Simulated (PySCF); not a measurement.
# C₂H₈B₂FN: NMR shifts at several levels of theory, part 2 of 2

PySCF 2.14.0. Atoms count from 0. Earlier steps stand in the parts before.

### 8 Nuclear shieldings: PBE0/cc-pVTZ

What the job is given:

```
{"job": {"kind": "nmr", "xc": "PBE0", "basis": "cc-pVTZ", "pop": true}, "charge": 0, "multiplicity": 1}
C     -1.253101     1.353570    -0.209964
C     -0.298097     0.188241    -0.457170
B      1.016992     0.233390     0.452777
N      1.966415    -0.784614     0.417598
B     -0.857488    -1.224560    -0.173386
F     -0.296836    -2.282210    -0.771799
H     -0.755551     2.326610    -0.343110
H     -1.644746     1.331329     0.819136
H     -2.121327     1.330017    -0.887137
H      0.098193     0.189039    -1.491784
H      1.209040     1.163243     1.207865
H      1.875826    -1.609645    -0.164758
H      2.812480    -0.762859     0.970368
H     -1.743239    -1.473218     0.618401
```

Method: GIAO PBE0/cc-pVTZ NMR shielding, non-relativistic, gas phase.

Output:

```text
coarse grid: 11456 points
cycle   1  E = -285.1276919335  dE =  4.156e-01  |g| = 6.072e-01  |ddm| = 7.424e+00
cycle   2  E = -285.0894809943  dE =  3.821e-02  |g| = 8.033e-01  |ddm| = 1.980e+00
cycle   3  E = -285.2020140196  dE = -1.125e-01  |g| = 7.169e-02  |ddm| = 1.060e+00
cycle   4  E = -285.2027674282  dE = -7.534e-04  |g| = 3.770e-02  |ddm| = 1.507e-01
cycle   5  E = -285.2030628268  dE = -2.954e-04  |g| = 5.475e-03  |ddm| = 5.592e-02
cycle   6  E = -285.2030699194  dE = -7.093e-06  |g| = 1.351e-03  |ddm| = 1.031e-02
final grid: 110408 points
cycle   7  E = -285.1981073436  dE = -1.008e-04  |g| = 8.470e-03  |ddm| = 1.059e-01
cycle   8  E = -285.1981002250  dE =  7.119e-06  |g| = 1.017e-02  |ddm| = 2.889e-02
cycle   9  E = -285.1981227597  dE = -2.253e-05  |g| = 6.499e-04  |ddm| = 1.541e-02
cycle  10  E = -285.1981228177  dE = -5.798e-08  |g| = 3.961e-04  |ddm| = 1.406e-03
cycle  11  E = -285.1981228528  dE = -3.518e-08  |g| = 5.594e-05  |ddm| = 5.813e-04
cycle  12  E = -285.1981228535  dE = -7.072e-10  |g| = 1.333e-05  |ddm| = 1.018e-04
converged SCF energy = -285.1981228535

GIAO shielding tensors (ppm)
atom      isotropic    diamagn.    paramagn.     s11        s22        s33       span
  0 C      174.438     241.176     -66.738    166.052    170.120    187.143     21.092
  1 C      156.099     242.213     -86.115    118.867    165.015    184.414     65.547
  2 B       62.262     198.200    -135.938     28.663     47.762    110.361     81.698
  3 N      151.322     305.672    -154.350     52.780    181.141    220.044    167.264
  4 B       48.637     194.040    -145.403    -15.442     75.514     85.840    101.282
  5 F      207.614     468.657    -261.043     49.314    110.298    463.229    413.915
  6 H       29.973      29.085       0.888     26.016     28.065     35.837      9.821
  7 H       29.786      29.465       0.321     26.561     27.544     35.253      8.691
  8 H       30.129      28.882       1.247     25.582     28.123     36.681     11.099
  9 H       29.973      30.407      -0.434     25.223     31.075     33.620      8.397
 10 H       26.329      30.884      -4.555     25.229     25.239     28.519      3.290
 11 H       26.987      30.780      -3.793     21.703     27.117     32.139     10.436
 12 H       27.165      29.893      -2.728     22.698     24.296     34.502     11.804
 13 H       25.946      29.712      -3.766     23.973     24.806     29.059      5.086
```

Run time: 38 s. Hardware: 1 thread of Arm Neoverse V2, shared host; peak memory 1.1 GiB.

This run: δ C1 31.2, C0 12.9, B4 54.1, B2 40.5, H13 5.35, H10 4.96 ppm.

### 9 Shielding tensors: PBE0/aug-cc-pVDZ

Same as in step 8 but for these lines:

```diff
@@ -1,2 +1,2 @@
-{"job": {"kind": "nmr", "xc": "PBE0", "basis": "cc-pVTZ", "pop": true}, "charge": 0, "multiplicity": 1}
+{"job": {"kind": "nmr", "xc": "PBE0", "basis": "aug-cc-pVDZ", "pop": true}, "charge": 0, "multiplicity": 1}
 C     -1.253101     1.353570    -0.209964
```

Method: GIAO PBE0/aug-cc-pVDZ NMR shielding, non-relativistic, gas phase.

Output:

```text
coarse grid: 11456 points
cycle   1  E = -285.0474325089  dE =  4.475e-01  |g| = 5.643e-01  |ddm| = 9.696e+00
cycle   2  E = -285.0130174892  dE =  3.442e-02  |g| = 7.285e-01  |ddm| = 2.429e+00
cycle   3  E = -285.1163030494  dE = -1.033e-01  |g| = 6.674e-02  |ddm| = 1.134e+00
cycle   4  E = -285.1170203237  dE = -7.173e-04  |g| = 3.170e-02  |ddm| = 1.586e-01
cycle   5  E = -285.1172513459  dE = -2.310e-04  |g| = 4.522e-03  |ddm| = 6.493e-02
cycle   6  E = -285.1172565556  dE = -5.210e-06  |g| = 1.161e-03  |ddm| = 1.297e-02
final grid: 110408 points
cycle   7  E = -285.1259727726  dE = -3.496e-05  |g| = 8.007e-03  |ddm| = 1.950e-01
cycle   8  E = -285.1259651831  dE =  7.590e-06  |g| = 9.908e-03  |ddm| = 3.551e-02
cycle   9  E = -285.1259886429  dE = -2.346e-05  |g| = 6.127e-04  |ddm| = 1.743e-02
cycle  10  E = -285.1259887201  dE = -7.721e-08  |g| = 2.449e-04  |ddm| = 1.497e-03
cycle  11  E = -285.1259887333  dE = -1.319e-08  |g| = 4.173e-05  |ddm| = 4.579e-04
cycle  12  E = -285.1259887337  dE = -4.411e-10  |g| = 1.206e-05  |ddm| = 1.496e-04
converged SCF energy = -285.1259887337

GIAO shielding tensors (ppm)
atom      isotropic    diamagn.    paramagn.     s11        s22        s33       span
  0 C      182.611     213.797     -31.186    174.740    178.761    194.331     19.591
  1 C      164.838     186.868     -22.030    130.763    172.208    191.544     60.781
  2 B       68.381     220.384    -152.003     34.721     55.329    115.093     80.373
  3 N      164.803     278.672    -113.868     70.782    191.411    232.217    161.435
  4 B       57.181     227.682    -170.501     -7.080     84.789     93.833    100.913
  5 F      220.685     462.441    -241.756     73.625    123.160    465.269    391.643
  6 H       30.033      29.296       0.737     26.150     28.157     35.790      9.639
  7 H       29.891      29.883       0.007     26.768     27.690     35.214      8.446
  8 H       30.184      30.578      -0.394     25.716     28.237     36.599     10.883
  9 H       29.914      27.812       2.102     25.256     30.948     33.540      8.284
 10 H       26.179      23.458       2.721     25.123     25.179     28.235      3.113
 11 H       27.069      29.459      -2.390     21.905     27.190     32.113     10.207
 12 H       27.305      35.153      -7.848     22.970     24.514     34.432     11.462
 13 H       25.736      25.236       0.500     23.668     24.609     28.932      5.264
```

Run time: 23 s. Hardware: 1 thread of Arm Neoverse V2, shared host; peak memory 0.95 GiB.

In short: δ C1 30.3, C0 12.5, B4 53.0, B2 41.8, H13 5.66, H10 5.22 ppm.

### 10 Shielding tensors: PBE0/IGLO-III

Same as in step 9 but for these lines:

```diff
@@ -1,2 +1,2 @@
-{"job": {"kind": "nmr", "xc": "PBE0", "basis": "aug-cc-pVDZ", "pop": true}, "charge": 0, "multiplicity": 1}
+{"job": {"kind": "nmr", "xc": "PBE0", "basis": "IGLO-III", "pop": true}, "charge": 0, "multiplicity": 1}
 C     -1.253101     1.353570    -0.209964
```

With the program's defaults for keys left out, this is: GIAO PBE0/IGLO-III NMR shielding, non-relativistic, gas phase.

Output:

```text
coarse grid: 11456 points
cycle   1  E = -285.1406060600  dE =  4.175e-01  |g| = 6.138e-01  |ddm| = 2.248e+00
cycle   2  E = -285.0987009455  dE =  4.191e-02  |g| = 8.203e-01  |ddm| = 7.511e-01
cycle   3  E = -285.2155032322  dE = -1.168e-01  |g| = 7.487e-02  |ddm| = 4.060e-01
cycle   4  E = -285.2162406229  dE = -7.374e-04  |g| = 4.252e-02  |ddm| = 5.343e-02
cycle   5  E = -285.2166203006  dE = -3.797e-04  |g| = 5.411e-03  |ddm| = 2.301e-02
cycle   6  E = -285.2166269604  dE = -6.660e-06  |g| = 1.374e-03  |ddm| = 3.800e-03
final grid: 110408 points
cycle   7  E = -285.2153005712  dE = -1.005e-04  |g| = 8.623e-03  |ddm| = 5.989e-02
cycle   8  E = -285.2152926231  dE =  7.948e-06  |g| = 1.055e-02  |ddm| = 1.019e-02
cycle   9  E = -285.2153161273  dE = -2.350e-05  |g| = 7.205e-04  |ddm| = 4.961e-03
cycle  10  E = -285.2153161936  dE = -6.628e-08  |g| = 4.572e-04  |ddm| = 5.155e-04
cycle  11  E = -285.2153162413  dE = -4.771e-08  |g| = 5.275e-05  |ddm| = 2.389e-04
cycle  12  E = -285.2153162419  dE = -6.175e-10  |g| = 1.347e-05  |ddm| = 3.936e-05
converged SCF energy = -285.2153162419

GIAO shielding tensors (ppm)
atom      isotropic    diamagn.    paramagn.     s11        s22        s33       span
  0 C      170.819     245.134     -74.315    162.119    166.363    183.975     21.856
  1 C      151.563     251.033     -99.470    112.427    161.175    181.087     68.660
  2 B       55.570     194.960    -139.390     21.050     40.467    105.194     84.145
  3 N      145.831     314.274    -168.443     43.344    176.576    217.573    174.228
  4 B       42.432     192.815    -150.383    -24.957     71.356     80.899    105.856
  5 F      202.922     468.897    -265.975     47.746     98.771    462.249    414.503
  6 H       30.060      28.605       1.455     26.082     28.194     35.904      9.821
  7 H       29.880      29.405       0.475     26.649     27.676     35.316      8.667
  8 H       30.212      27.903       2.309     25.633     28.270     36.733     11.099
  9 H       30.012      31.259      -1.247     25.246     31.139     33.650      8.405
 10 H       26.320      30.885      -4.565     25.224     25.274     28.463      3.240
 11 H       27.123      31.837      -4.714     21.857     27.294     32.218     10.361
 12 H       27.334      30.640      -3.306     22.911     24.560     34.531     11.620
 13 H       25.912      29.838      -3.925     23.959     24.789     28.989      5.030
```

It took 41 s on 1 thread of Arm Neoverse V2, shared host; peak memory 1 GiB.

In short: δ C1 32.2, C0 13.0, B4 57.5, B2 44.4, H13 5.46, H10 5.05 ppm.

### 11 Nuclear shieldings: PBE0/pcSseg-0

Same as in step 10 but for these lines:

```diff
@@ -1,2 +1,2 @@
-{"job": {"kind": "nmr", "xc": "PBE0", "basis": "IGLO-III", "pop": true}, "charge": 0, "multiplicity": 1}
+{"job": {"kind": "nmr", "xc": "PBE0", "basis": "pcSseg-0", "pop": true}, "charge": 0, "multiplicity": 1}
 C     -1.253101     1.353570    -0.209964
```

With the program's defaults for keys left out, this is: GIAO PBE0/pcSseg-0 NMR shielding, non-relativistic, gas phase.

Output:

```text
coarse grid: 11456 points
cycle   1  E = -284.4590771333  dE =  3.577e-01  |g| = 4.701e-01  |ddm| = 3.382e+00
cycle   2  E = -284.4443068825  dE =  1.477e-02  |g| = 5.912e-01  |ddm| = 1.131e+00
cycle   3  E = -284.5054991452  dE = -6.119e-02  |g| = 5.686e-02  |ddm| = 6.413e-01
cycle   4  E = -284.5060349650  dE = -5.358e-04  |g| = 2.711e-02  |ddm| = 9.379e-02
cycle   5  E = -284.5061978412  dE = -1.629e-04  |g| = 3.245e-03  |ddm| = 3.357e-02
cycle   6  E = -284.5062006262  dE = -2.785e-06  |g| = 9.506e-04  |ddm| = 4.965e-03
final grid: 110408 points
cycle   7  E = -284.4665459402  dE = -1.528e-05  |g| = 7.325e-03  |ddm| = 2.312e-02
cycle   8  E = -284.4665415941  dE =  4.346e-06  |g| = 9.099e-03  |ddm| = 1.706e-02
cycle   9  E = -284.4665556588  dE = -1.406e-05  |g| = 6.619e-04  |ddm| = 9.145e-03
cycle  10  E = -284.4665557564  dE = -9.763e-08  |g| = 1.312e-04  |ddm| = 8.940e-04
cycle  11  E = -284.4665557600  dE = -3.592e-09  |g| = 3.594e-05  |ddm| = 1.730e-04
cycle  12  E = -284.4665557604  dE = -3.467e-10  |g| = 1.120e-05  |ddm| = 4.875e-05
converged SCF energy = -284.4665557604

GIAO shielding tensors (ppm)
atom      isotropic    diamagn.    paramagn.     s11        s22        s33       span
  0 C      177.999     244.479     -66.480    169.564    173.303    191.129     21.565
  1 C      160.571     261.196    -100.625    118.549    172.178    190.985     72.436
  2 B       63.959     190.574    -126.614     30.833     46.196    114.850     84.017
  3 N      148.595     326.000    -177.405     42.375    180.808    222.603    180.228
  4 B       45.275     189.500    -144.225    -24.528     73.564     86.787    111.314
  5 F      182.041     470.441    -288.399    -11.530     58.883    498.770    510.300
  6 H       31.280      29.657       1.623     26.856     29.382     37.603     10.747
  7 H       31.147      29.666       1.481     27.346     29.203     36.892      9.547
  8 H       31.448      29.681       1.767     26.482     29.453     38.411     11.929
  9 H       31.678      33.974      -2.295     26.779     32.043     36.213      9.434
 10 H       26.703      29.946      -3.243     25.534     25.959     28.615      3.081
 11 H       28.888      32.080      -3.192     23.671     28.596     34.397     10.726
 12 H       28.906      29.618      -0.712     24.616     25.431     36.672     12.056
 13 H       26.331      28.913      -2.583     23.925     25.462     29.606      5.681
```

Run time: 5.2 s. Hardware: 1 thread of Arm Neoverse V2, shared host; peak memory 0.46 GiB.

This run: δ C1 32.9, C0 15.5, B4 59.6, B2 40.9, H13 6.50, H10 6.13 ppm.

### 12 Shielding tensors: PBE0/pcSseg-2

Same as in step 11 but for these lines:

```diff
@@ -1,2 +1,2 @@
-{"job": {"kind": "nmr", "xc": "PBE0", "basis": "pcSseg-0", "pop": true}, "charge": 0, "multiplicity": 1}
+{"job": {"kind": "nmr", "xc": "PBE0", "basis": "pcSseg-2", "pop": true}, "charge": 0, "multiplicity": 1}
 C     -1.253101     1.353570    -0.209964
```

Method: GIAO PBE0/pcSseg-2 NMR shielding, non-relativistic, gas phase.

Output:

```text
coarse grid: 11456 points
cycle   1  E = -285.1278780485  dE =  4.124e-01  |g| = 6.143e-01  |ddm| = 2.347e+00
cycle   2  E = -285.0865550515  dE =  4.132e-02  |g| = 8.119e-01  |ddm| = 8.203e-01
cycle   3  E = -285.2035956466  dE = -1.170e-01  |g| = 7.453e-02  |ddm| = 4.510e-01
cycle   4  E = -285.2044086041  dE = -8.130e-04  |g| = 3.675e-02  |ddm| = 6.172e-02
cycle   5  E = -285.2046984887  dE = -2.899e-04  |g| = 5.490e-03  |ddm| = 2.444e-02
cycle   6  E = -285.2047053643  dE = -6.876e-06  |g| = 1.334e-03  |ddm| = 4.725e-03
final grid: 110408 points
cycle   7  E = -285.2082226253  dE = -1.214e-04  |g| = 8.451e-03  |ddm| = 4.447e-02
cycle   8  E = -285.2082149083  dE =  7.717e-06  |g| = 1.037e-02  |ddm| = 1.071e-02
cycle   9  E = -285.2082381567  dE = -2.325e-05  |g| = 6.639e-04  |ddm| = 5.698e-03
cycle  10  E = -285.2082382123  dE = -5.566e-08  |g| = 4.371e-04  |ddm| = 6.156e-04
cycle  11  E = -285.2082382561  dE = -4.376e-08  |g| = 5.319e-05  |ddm| = 2.640e-04
cycle  12  E = -285.2082382567  dE = -6.218e-10  |g| = 1.248e-05  |ddm| = 4.671e-05
converged SCF energy = -285.2082382567

GIAO shielding tensors (ppm)
atom      isotropic    diamagn.    paramagn.     s11        s22        s33       span
  0 C      170.709     237.702     -66.992    161.998    166.259    183.871     21.873
  1 C      151.663     249.138     -97.475    112.308    161.280    181.401     69.094
  2 B       55.030     194.452    -139.421     20.190     39.803    105.098     84.908
  3 N      145.923     319.267    -173.344     43.306    176.753    217.711    174.405
  4 B       41.857     193.728    -151.871    -25.719     70.647     80.643    106.362
  5 F      202.757     469.692    -266.935     46.434     99.607    462.231    415.797
  6 H       29.919      28.487       1.432     25.906     28.001     35.849      9.942
  7 H       29.736      29.234       0.502     26.481     27.459     35.268      8.787
  8 H       30.071      28.040       2.031     25.458     28.079     36.675     11.217
  9 H       29.910      31.931      -2.021     25.104     31.024     33.602      8.499
 10 H       26.272      30.497      -4.225     25.106     25.175     28.535      3.430
 11 H       26.873      32.745      -5.873     21.577     26.911     32.130     10.553
 12 H       27.061      30.036      -2.976     22.561     24.151     34.470     11.909
 13 H       25.906      29.830      -3.924     23.916     24.761     29.042      5.126
```

Run time: 51 s. Hardware: 1 thread of Arm Neoverse V2, shared host; peak memory 1.2 GiB.

This run: δ C1 32.5, C0 13.4, B4 57.2, B2 44.0, H13 5.34, H10 4.97 ppm.

### 13 Side by side: NMR shifts

Shifts (ppm) of some atoms, chosen among heavy atoms and hydrogens apart, with basis size and wall time:

```tsv
run	C1	H13	H10	B4	B2	N3	F5	functions	time
PBE0/6-31G*	27.8	5.63	5.28	51.2	37.2	96.4	-19.7	100	8.5 s
PBE0/6-311+G(2d,p)	31.4	5.49	5.10	54.5	41.1	112.0	-33.6	210	25 s
PBE0/def2-SVP	28.3	5.23	4.96	53.1	40.0	106.9	-5.3	124	9.8 s
PBE0/def2-TZVP	31.3	5.51	5.12	55.0	41.6	114.5	-26.2	234	29 s
PBE0/cc-pVDZ	31.3	5.31	4.94	53.5	40.8	108.6	-14.9	124	10 s
PBE0/cc-pVTZ	31.2	5.35	4.96	54.1	40.5	115.4	-25.0	292	38 s
PBE0/aug-cc-pVDZ	30.3	5.66	5.22	53.0	41.8	105.0	-26.5	210	23 s
PBE0/IGLO-III	32.2	5.46	5.05	57.5	44.4	114.7	-28.3	290	41 s
PBE0/pcSseg-0	32.9	6.50	6.13	59.6	40.9	117.4	-3.7	70	5.2 s
PBE0/pcSseg-2	32.5	5.34	4.97	57.2	44.0	115.8	-27.0	328	51 s
```

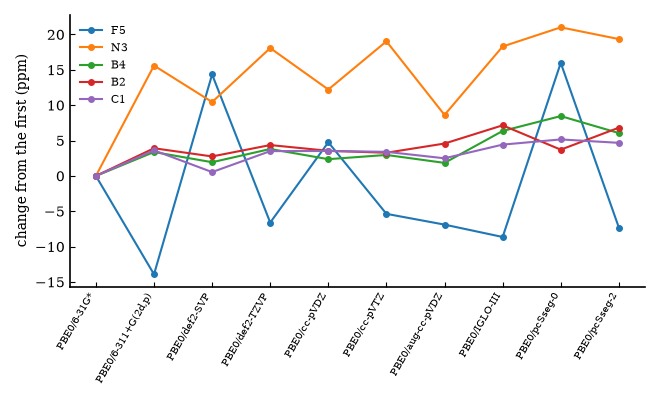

How five of the tabulated atoms move from run to run.

### 14 Outcome

This closing draws on all 2 parts.

| quantity | value |
| --- | --- |
| point group | C1 |
| rotational constants (main isotopes) | 3.89, 3.10, 1.85 GHz |
| 13C shifts against TMS (PBE0/6-31G*) | 27.8, 14.0 ppm |
| 1H shifts against TMS (PBE0/6-31G*, means over atoms taken as alike) | 5.63, 5.28, 3.81, 1.34, 1.27 ppm |
| 11B shifts against BF3·OEt2 (PBE0/6-31G*) | 51.2, 37.2 ppm |
| 15N shifts against NH3 (PBE0/6-31G*) | 96.4 ppm |
| 19F shifts against CFCl3 (PBE0/6-31G*) | -19.7 ppm |
| range of the shift of F5 | -33.6 to -3.7 ppm |

**Reading.** Single values in the summary come from the first sound run of each kind (PBE0/6-31G*), which need not be the best level. The start of the PBE0/def2-SVP relaxation was shaken at random by about 0.01 Å, so part of the energy gained, and of the first lengths quoted, undoes that. The optimisation took 9 steps and gained 0.205 eV; among the close pairs (by a distance rule), N3–H12 changed most, from 0.950 to 1.011 Å. No frequency check was run at this level, so the end point may be a saddle. At PBE0/6-31G*: Shielding is most anisotropic at F5 (span 416 ppm, paramagnetic term -248 ppm). Across the 10 runs the shift of F5 moves most, between -33.6 (PBE0/6-311+G(2d,p)) and -3.7 ppm (PBE0/pcSseg-0).
